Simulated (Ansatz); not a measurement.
Take ZnS in the zinc blende structure (space group F-43m, No. 216; a = 5.357 Å) as the base. Axes: x, y, z lie along the cube axes.

One thing is altered: compressive biaxial strain of 2.89 % in the plane normal to [110], as in epitaxy on a mismatched substrate; the out-of-plane cell vector and the atoms relax.

Computed with PBEsol/PAW in Ansatz (a quantum-chemistry and plane-wave program), no SOC, earlier PAW set.

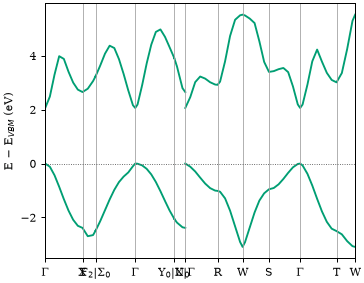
Figure. Highest valence and lowest conduction band along the path of the changed cell's own zone

**Question.** Read the changed gap and its character from the plot.

**Answer.** About 2.1 eV, direct at Γ.

Stability against distortions was not tested. Labels are those of the standard path for the cell's own space group.
